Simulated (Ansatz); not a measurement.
# What CsZnH3 (model cell, started as cubic perovskite with Zn in the octahedra) distorts into, part 2 of 3

Which phase does CsZnH3 (model cell, started as cubic perovskite with Zn in the octahedra) fall into along its unstable mode, and how much energy does it gain?

Ansatz 0.2.0; DFT r2SCAN, scalar-relativistic, plane waves, PAW; PAW set soft_1.

So far, highest frequency on the path or at a solved wavevector (cm⁻¹): step 2 (the dispersion) 975. Also lowest frequency on the path (cm⁻¹): step 2 -1196.

The structure was built from a prototype and need not be the compound's stable phase.

## (4) The mode frozen in, largest atomic shift 0.45 Å

The atoms are moved along the unstable eigenvector, the largest shift by 0.45 Å, with the cell fixed.

input.yaml

```yaml
crystal:
  lattice:
    - [4.0907575584, 4.0907575584, 0.0]
    - [4.0907575584, 0.0, 4.0907575584]
    - [4.0907575584, 0.0, -4.0907575584]
  atoms:
    - { symbol: Cs, position: [0.0, 0.0, 0.0] }
    - { symbol: Cs, position: [0.0, 0.5, 0.5] }
    - { symbol: Zn, position: [0.5, 0.25, 0.75] }
    - { symbol: Zn, position: [0.5, 0.75, 0.25] }
    - { symbol: H, position: [0.5, 0.0275010187, -0.0275010187] }
    - { symbol: H, position: [0.5, 0.4724989813, 0.5275010187] }
    - { symbol: H, position: [-0.1100040747, 0.5550020373, 0.0550020373] }
    - { symbol: H, position: [0.1100040747, -0.0550020373, 0.4449979627] }
    - { symbol: H, position: [0.5, 0.0275010187, 0.5275010187] }
    - { symbol: H, position: [0.5, 0.4724989813, -0.0275010187] }
kpoints:
  mp_grid: { grid: [10, 10, 10] }
hamiltonian:
  xc: r2scan
  pseudopotentials: { kind: paw, azcp: { folder: soft_1 } }
scf:
  occupations: { method: methfessel_paxton, width: 0.2 }
output:
  forces: true
  stress: true
  eigenvalues: true
```

On the command line:

```sh
ansatz run input.yaml --threads 4 --pin off --max-ram 16384MiB --backend cpu --events-out ev --progress --plain --runs-dir out
```

Numbers of over 12 decimals in the logs are rounded to 6 here.

What it wrote:

```text
[...]
Crystal: 10 atoms, lattice volume = 136.912 Å³
Basis set: ecut = 500 eV, 3479 PW (Γ), exchange–correlation on 180×180×180 points (64 copies of the dense FFT grid, shifted against one another)
Bands: 34, of which v1, the nominal top of the filled ones, is band 24 counted from 1 (23 counted from 0)
Symmetry: 16 space group operations
[...]
k-points: 102 of 1000
[...]
k-point 0: bands = [... 20 lower, 2.5480, 2.5480, 3.3653, 5.6977, 7.1760, 10.4785, 10.9581, 10.9581, ... 2 higher]
  k-point 1: bands = [... 20 lower, 2.4442, 2.6359, 3.6632, 5.6695, 7.2432, 10.3198, 10.8347, 11.0262, ... 2 higher]
  k-point 2: bands = [... 20 lower, 2.5851, 2.8812, 4.1254, 5.5734, 7.4698, 9.6725, 10.9998, 11.2017, ... 2 higher]
  k-point 101: bands = [... 20 lower, 2.1927, 3.9949, 3.9949, 6.3010, 9.7676, 9.7676, 10.1749, 10.4286, ... 2 higher]
[key lines of the parts left out:]
SCF converged after 10 iterations
Free energy (F): -18119.699479 eV
Fermi energy:    6.781285 eV
P = ⅓ Tr σ = 3.2824 GPa (32.824 kbar)
```

Run time: 22 s. Hardware: 4 threads of Arm Neoverse V1, shared host; peak memory 1.1 GiB.

Numbers from this step:

```yaml
pressure: 3.282 GPa
gap_on_the_k_mesh: 0.7577 eV
energy_from_the_undistorted_cell: -62.65 meV/atom
```

The energy, extrapolated to zero smearing, is -62.65 meV/atom against the undistorted cell.

The run ends at a pressure of 3.28 GPa, with forces up to 0.23 eV/Å.

## (5) Energy along the mode, all amplitudes (two of the runs are shown above)

An imaginary frequency means negative curvature, so the energy should fall and then rise again as anharmonic terms take over.

Numbers from this step:

```yaml
depth_at_the_lowest_point_sampled: 62.65 meV/atom
largest_atomic_shift_at_that_point: 0.45 Å
```

Energy from the parent against largest atomic shift:

```tsv
largest atomic shift (Å)	energy from the parent (meV/atom)
0.000	0
0.040	-1.10
0.080	-4.29
0.140	-12.3
0.220	-26.9
0.320	-46.4
0.450	-62.7
0.600	-41.6
```

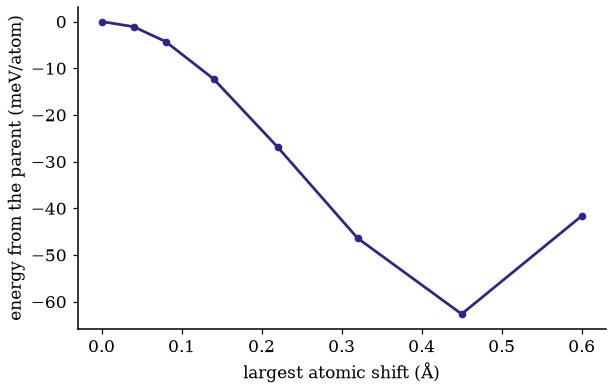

Energy from the parent, plotted against largest atomic shift.

Displacement at unit largest shift by atom:

```tsv
atom	x (Å)	y (Å)	z (Å)	size
Cs1	0.00	0.00	0.00	0.00
Cs2	0.00	0.00	0.00	0.00
Zn3	0.00	0.00	0.00	0.00
Zn4	0.00	0.00	0.00	0.00
H5	0.00	0.00	0.50	0.50
H6	0.00	0.00	-0.50	0.50
H7	0.00	-1.00	0.00	1.00
H8	0.00	1.00	0.00	1.00
H9	0.50	0.00	0.00	0.50
H10	-0.50	0.00	0.00	0.50
```

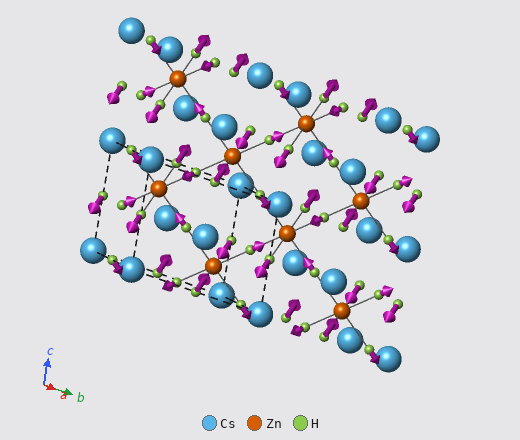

Displacement at unit largest shift as arrows, the longest 1 Å. 1×2×2 cells are drawn. Some periodic images of atoms are drawn too.

The lowest of the steps tried is at 0.45 Å, 62.7 meV/atom below the parent; the bottom of the well need not coincide with a step.

## (6) Relaxation from the frozen mode

Starting from the lowest point found, all atoms and the cell are let go, so that strain and other modes of the same symmetry can join in.

input.yaml, as its differences from that of step 4:

```diff
@@ -27 +27,6 @@
   eigenvalues: true
+relax:
+  adjacent_minimum: "off"
+  f_tol: 0.002
+  max_steps: 120
+  cell: { stress_tol: 0.03 }
```

What it wrote:

```text
[...]
Crystal: 10 atoms, lattice volume = 136.912 Å³
Basis set: ecut = 500 eV, 3479 PW (Γ), exchange–correlation on 180×180×180 points (64 copies of the dense FFT grid, shifted against one another)
Bands: 34, of which v1, the nominal top of the filled ones, is band 24 counted from 1 (23 counted from 0)
Symmetry: 16 space group operations
[...]
k-points: 102 of 1000
[...]
SCF iter   1: F=—  HF=-18122.924716 eV  |F-HF|=—  |Δ(HF+E_count)|=         —  Δρ=1.07e-1  dr2=1.31e1  dr2_τ=4.54e-2  ethr=3.10e-3  ⟨swp⟩=8.7  Hψ=20376  notcnv=0
[...]
SCF iter  10: F=-18119.699479 eV  HF=-18119.699479 eV  |F-HF|=9.45e-9  |Δ(HF+E_count)|=   2.54e-9  S|Δr|=    0.00e0  Δρ=4.32e-6  dr2=1.73e-8  dr2_τ=1.54e-10  ethr=2.08e-10  ⟨swp⟩=12.5  Hψ=18309  notcnv=0
SCF 1 converged in 10 iterations: F = -18119.699479 eV  dr2 = 1.73e-8
[...]
relax step   1: F+E_penalty+E_count = -18119.69947873 eV  Δ(F+E_penalty+E_count) = +0.000e0 eV  max|allowed force component| = 2.344e-1 eV/Å  Δτ_max = 0.0000 Å  P = +3.282 GPa  Ω = 136.912 Å³  (10 SCF iters, dr2 threshold 1.00e-7 eV, accepted)
Crystal: 10 atoms, lattice volume = 152.734 Å³
Basis set: ecut = 500 eV, 3847 PW (Γ), exchange–correlation on 180×180×180 points (64 copies of the dense FFT grid, shifted against one another)
[...]
SCF iter   8: F=-18119.919537 eV  HF=-18119.919537 eV  |F-HF|=2.32e-8  |Δ(HF+E_count)|=   9.29e-8  S|Δr|=    0.00e0  Δρ=8.15e-6  dr2=1.22e-7  dr2_τ=2.10e-9  ethr=2.08e-9  ⟨swp⟩=10.2  Hψ=18165  notcnv=0
SCF 2 converged in 8 iterations: F = -18119.919537 eV  dr2 = 1.22e-7
[...]
relax step   2: F+E_penalty+E_count = -18119.91953745 eV  Δ(F+E_penalty+E_count) = -2.201e-1 eV  max|allowed force component| = 1.828e-1 eV/Å  Δτ_max = 0.0751 Å  P = +0.059 GPa  Ω = 152.734 Å³  energy of the carried Pulay correction = -3.216e-3 eV  (8 SCF iters, dr2 threshold 1.00e-6 eV, accepted)
Crystal: 10 atoms, lattice volume = 153.942 Å³
Basis set: ecut = 500 eV, 3887 PW (Γ), exchange–correlation on 180×180×180 points (64 copies of the dense FFT grid, shifted against one another)
[...]
SCF iter   6: F=-18119.934724 eV  HF=-18119.934724 eV  |F-HF|=3.83e-8  |Δ(HF+E_count)|=   1.69e-6  S|Δr|=    0.00e0  Δρ=1.13e-5  dr2=2.11e-7  dr2_τ=3.89e-9  ethr=2.08e-9  ⟨swp⟩=8.1  Hψ=17540  notcnv=0
SCF 3 converged in 6 iterations: F = -18119.934724 eV  dr2 = 2.11e-7
relax step   3: F+E_penalty+E_count = -18119.93472409 eV  Δ(F+E_penalty+E_count) = -1.519e-2 eV  max|allowed force component| = 8.930e-2 eV/Å  Δτ_max = 0.0501 Å  P = +0.510 GPa  Ω = 153.942 Å³  energy of the carried Pulay correction = -3.447e-3 eV  (6 SCF iters, dr2 threshold 1.00e-6 eV, accepted)
[...]
relax step   4: F+E_penalty+E_count = -18119.93831617 eV  Δ(F+E_penalty+E_count) = -3.592e-3 eV  max|allowed force component| = 1.537e-2 eV/Å  Δτ_max = 0.0040 Å  P = +0.114 GPa  Ω = 155.991 Å³  energy of the carried Pulay correction = -3.835e-3 eV  (6 SCF iters, dr2 threshold 1.00e-6 eV, accepted)
[...]
relax step   5: F+E_penalty+E_count = -18119.93851568 eV  Δ(F+E_penalty+E_count) = -1.995e-4 eV  max|allowed force component| = 4.899e-3 eV/Å  Δτ_max = 0.0043 Å  P = +0.001 GPa  Ω = 156.693 Å³  energy of the carried Pulay correction = -3.967e-3 eV  (6 SCF iters, dr2 threshold 9.63e-8 eV, accepted)
[...]
relax step   6: F+E_penalty+E_count = -18119.93853821 eV  Δ(F+E_penalty+E_count) = -2.253e-5 eV  max|allowed force component| = 7.307e-3 eV/Å  Δτ_max = 0.0008 Å  P = -0.012 GPa  Ω = 156.661 Å³  energy of the carried Pulay correction = -3.961e-3 eV  (6 SCF iters, dr2 threshold 3.09e-9 eV, accepted)
[...]
relax step   7: F+E_penalty+E_count = -18119.93856487 eV  Δ(F+E_penalty+E_count) = -2.666e-5 eV  max|allowed force component| = 1.705e-4 eV/Å  Δτ_max = 0.0021 Å  P = +0.000 GPa  Ω = 156.636 Å³  energy of the carried Pulay correction = -3.956e-3 eV  (6 SCF iters, dr2 threshold 3.34e-9 eV, accepted)
[...]
relax step   8: F+E_penalty+E_count = -18119.94512408 eV  Δ(F+E_penalty+E_count) = -6.559e-3 eV  max|allowed force component| = 1.048e-3 eV/Å  Δτ_max = 0.0000 Å  P = +0.039 GPa  Ω = 156.636 Å³  stress off target by 4.77e-2 GPa  SCF on the basis re-selected at this cell (its energy is not comparable with the rows above)  (8 SCF iters)
[...]
relax step   9: F+E_penalty+E_count = -18119.94511708 eV  Δ(F+E_penalty+E_count) = +7.002e-6 eV  max|allowed force component| = 6.678e-5 eV/Å  Δτ_max = 0.0019 Å  P = +0.002 GPa  Ω = 156.921 Å³  energy of the carried Pulay correction = -4.989e-5 eV  (7 SCF iters, dr2 threshold 5.69e-9 eV, accepted)
[...]
SCF iter   4: F=-18119.945165 eV  HF=-18119.945165 eV  |F-HF|=4.07e-10  |Δ(HF+E_count)|=   9.83e-9  S|Δr|=    0.00e0  Δρ=2.39e-7  dr2=1.83e-11  dr2_τ=2.06e-11  ethr=1.00e-12  ⟨swp⟩=5.9  Hψ=17709  notcnv=0
SCF 10 converged in 4 iterations: F = -18119.945165 eV  dr2 = 1.83e-11
relax step  10: F+E_penalty+E_count = -18119.94516544 eV  Δ(F+E_penalty+E_count) = -4.837e-5 eV  max|allowed force component| = 6.933e-5 eV/Å  Δτ_max = 0.0000 Å  P = +0.002 GPa  Ω = 156.921 Å³  stress off target by 4.34e-3 GPa  SCF on the basis re-selected at this cell (its energy is not comparable with the rows above)  (4 SCF iters)
[...]
SCF converged after 4 iterations
[...]
Free energy (F): -18119.945165 eV
[...]
Internal energy: -18119.945174 eV  (E = F + TS)
E sigma→0 (E₀):  -18119.945167 eV
Entropy (-TS):   0.000008 eV (0.001 meV/atom)
Fermi energy:    5.862359 eV
[...]
--- Forces (eV/Å), atoms counted from 1 ---
  atom   1  Cs    -0.00000000     0.00000000    -0.00000000
  atom   2  Cs    -0.00000000     0.00000000    -0.00000000
  atom   3  Zn     0.00000000     0.00000000     0.00000000
  atom   4  Zn     0.00000000     0.00000000     0.00000000
  atom   5  H      0.00000000    -0.00000000    -0.00006933
  atom   6  H      0.00000000    -0.00000000     0.00006933
  atom   7  H      0.00000000    -0.00006796     0.00000000
  atom   8  H      0.00000000     0.00006796     0.00000000
  atom   9  H     -0.00006933     0.00000000     0.00000000
  atom  10  H      0.00006933     0.00000000     0.00000000
  max |Σ_I F_I| component: 5.19e-18 eV/Å
--- Stress (GPa, compression-positive) ---
        0.000864       0.000000       0.000000
        0.000000       0.004343       0.000000
        0.000000       0.000000       0.000864
  P = ⅓ Tr σ = 0.0020 GPa (0.020 kbar)
--- Band table (eV; the first three rows and the last of 102) ---
  k-point 0: bands = [... 20 lower, 1.6388, 1.6864, 1.6864, 4.8704, 6.3945, 8.4621, 9.3038, 9.3038, ... 6 higher]
  k-point 1: bands = [... 20 lower, 1.3773, 1.7477, 2.1530, 4.8253, 6.4421, 8.4126, 9.1650, 9.3940, ... 6 higher]
  k-point 2: bands = [... 20 lower, 1.4676, 1.9189, 2.6049, 4.6953, 6.6034, 8.0396, 9.2744, 9.6354, ... 6 higher]
  k-point 101: bands = [... 20 lower, 1.1376, 2.5661, 2.5661, 5.3442, 8.4760, 8.5681, 8.5681, 8.8211, ... 6 higher]
--- Relaxed structure (8 steps of the walk, 8 accepted, 2 SCFs on fresh bases) ---
  F+E_penalty+E_count = -18119.94516544 eV   max|allowed force component| = 6.933e-5 eV/Å   (the final SCF, on the basis selected at the relaxed cell)
  cell:  # Å, volume = 156.9211 Å³
    - [4.221830, 4.401999, 0.0]
    - [4.221830, 0, 4.221830]
    - [4.221830, 0, -4.221830]
  atoms:
    - { symbol: Cs, position: [-3.816533016417061e-19, -1.4775813587864716e-19, 1.9148924335842536e-19] }
    - { symbol: Cs, position: [-3.81653301641706e-19, 0.5, 0.5] }
    - { symbol: Zn, position: [0.5, 0.25, 0.75] }
    - { symbol: Zn, position: [0.5, 0.75, 0.25] }
    - { symbol: H, position: [0.5, 0.039607, -0.039607] }
    - { symbol: H, position: [0.5, 0.460393, 0.539607] }
    - { symbol: H, position: [-0.141859, 0.570930, 0.070930] }
    - { symbol: H, position: [0.141859, -0.070930, 0.429070] }
    - { symbol: H, position: [0.5, 0.039607, 0.539607] }
    - { symbol: H, position: [0.5, 0.460393, -0.039607] }
```

Run time: 3.1 min. Hardware: 4 threads; peak memory 1.2 GiB; 12 min of CPU time.

The steps of the relaxation:

```tsv
step	energy less that of the first step (eV)	largest force component (eV/Å)	pressure (GPa)	volume (Å³)
1	0.0000	0.2344	3.28	136.91
2	-0.2201	0.1828	0.06	152.73
3	-0.2352	0.0893	0.51	153.94
4	-0.2388	0.0154	0.11	155.99
5	-0.2390	0.0049	0.00	156.69
6	-0.2391	0.0073	-0.01	156.66
7	-0.2391	0.0002	0.00	156.64
8*	-0.2456	0.0010	0.04	156.64
9	-0.2456	0.0001	0.00	156.92
10*	-0.2457	0.0001	0.00	156.92
```

Relaxation steps marked * repeat the geometry before them on a plane-wave basis chosen anew for their cell, so energy and pressure can jump there.

Forces are held to the 16 operations that the run works with; a distortion that breaks them can't arise in this run.

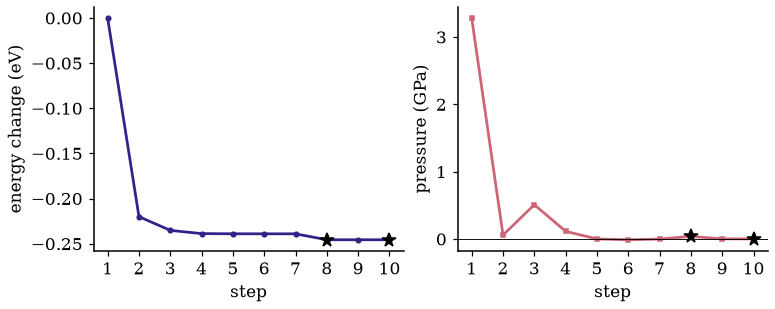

Energy and pressure along the relaxation. Stars mark steps on a basis chosen anew.

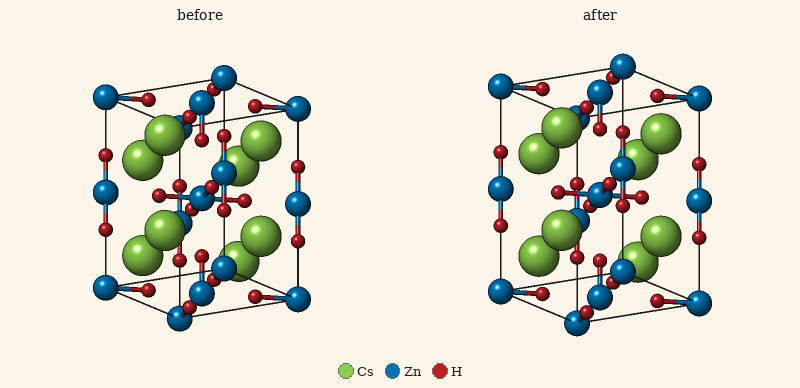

The structure before and after the relaxation, drawn at the same scale.

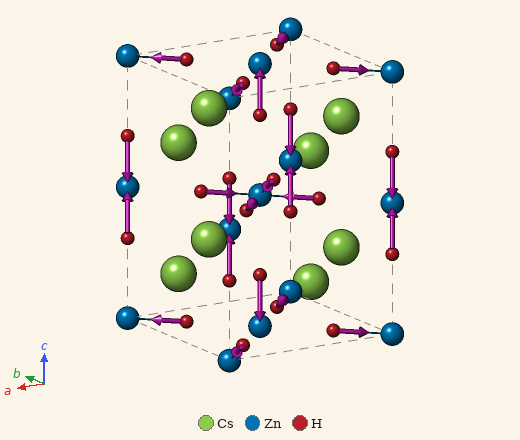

Displacements in the relaxation, exaggerated, measured against the changing cell; the longest in the cell stands for 0.14 Å. Some periodic images of atoms are drawn too.

```tsv
conventional cell, symmetrised	before	after	change
a (Å)	5.785	5.971	+3.2 %
b (Å)	5.785	5.971	+3.2 %
c (Å)	8.182	8.804	+7.6 %
volume (Å³/atom)	13.69	15.69	+14.6 %
```

The atoms that moved most (Å, as changes of fractional coordinates times the final cell):

```tsv
atom	dx	dy	dz	length
H7	0.000	-0.140	0.000	0.140
H8	0.000	0.140	0.000	0.140
H5	0.000	0.000	0.102	0.102
H9	0.102	0.000	0.000	0.102
H6	0.000	0.000	-0.102	0.102
H10	-0.102	0.000	0.000	0.102
```

Numbers from this step:

```yaml
pressure: 0.002024 GPa
volume_per_atom: 15.69 Å³
gap_on_the_k_mesh: 1.047 eV
```

The distorted start has space group I4/mmm; the relaxation ends in I4/mmm.

## (7) The new phase in its own primitive cell

The relaxed structure is symmetrised, reduced to its primitive cell and relaxed tightly, as its phonons need.

input.yaml

```yaml
crystal:
  lattice:
    - [-2.9852846335, 2.9852846335, 4.4019992066]
    - [2.9852846335, -2.9852846335, 4.4019992066]
    - [2.9852846335, 2.9852846335, -4.4019992066]
  atoms:
    - { symbol: Cs, position: [0.75, 0.25, 0.5] }
    - { symbol: Cs, position: [0.25, 0.75, 0.5] }
    - { symbol: Zn, position: [0.0, 0.0, 0.0] }
    - { symbol: Zn, position: [0.5, 0.5, 0.0] }
    - { symbol: H, position: [0.7896070385, 0.2103929615, 0.0] }
    - { symbol: H, position: [0.2103929615, 0.7896070385, 0.0] }
    - { symbol: H, position: [0.6790702986, 0.6790702986, 0.0] }
    - { symbol: H, position: [0.3209297014, 0.3209297014, 0.0] }
    - { symbol: H, position: [0.2103929615, 0.2103929615, 0.4207859231] }
    - { symbol: H, position: [0.7896070385, 0.7896070385, 0.5792140769] }
kpoints:
  mp_grid: { grid: [6, 6, 6] }
hamiltonian:
  xc: r2scan
  pseudopotentials: { kind: paw, azcp: { folder: soft_1 } }
scf:
  occupations: { method: fixed }
output:
  forces: true
  stress: true
  eigenvalues: true
relax:
  adjacent_minimum: "off"
  f_tol: 0.001
  max_steps: 60
  cell: { stress_tol: 0.01 }
```

What it wrote:

```text
[...]
Crystal: 10 atoms, lattice volume = 156.921 Å³
Basis set: ecut = 500 eV, 3969 PW (Γ), exchange–correlation on 180×180×180 points (64 copies of the dense FFT grid, shifted against one another)
Bands: 34, of which v1, the nominal top of the filled ones, is band 24 counted from 1 (23 counted from 0)
Symmetry: 16 space group operations
[...]
k-points: 30 of 216
[...]
- { symbol: Zn, position: [0.0, 0.0, 0.0] }
    - { symbol: Zn, position: [0.500000, 0.500000, 0.0] }
    - { symbol: H, position: [0.789607, 0.210393, 0.0] }
    - { symbol: H, position: [0.210393, 0.789607, 0.0] }
    - { symbol: H, position: [0.679070, 0.679070, 0.0] }
    - { symbol: H, position: [0.320930, 0.320930, 0.0] }
    - { symbol: H, position: [0.210392961525, 0.210392961525, 0.420786] }
    - { symbol: H, position: [0.789607, 0.789607, 0.579214] }
[key lines of the parts left out:]
SCF converged after 6 iterations
Free energy (F): -18119.945146 eV
Fermi energy:    5.347708 eV
P = ⅓ Tr σ = 0.0023 GPa (0.023 kbar)
```

It took 16 s on 4 threads; peak memory 0.95 GiB; 60 s of CPU time.

Little changed from the start: no atom moved by 0.005 Å and no cell edge by 0.1 %.

This step gave:

| Item | Value |
| --- | --- |
| pressure | 0.002270 GPa |
| direct gap on mesh | 1.490 eV |

The largest force component left is 0.080 meV/Å and the pressure is 0.002 GPa, within the tolerances set. The cell now holds 15.69 Å³/atom.

(Part 2 of 3 ends here.)

[Logs are printed without paths, hosts, clocks, repeated set-up lines and the standing remarks that a program may print on its own settings, such as how far it seeks lower states.]

[Hosts, paths, dates, database ids (printed as entryN), source tags and the programs' standing remarks are cut or masked in the printed files.]
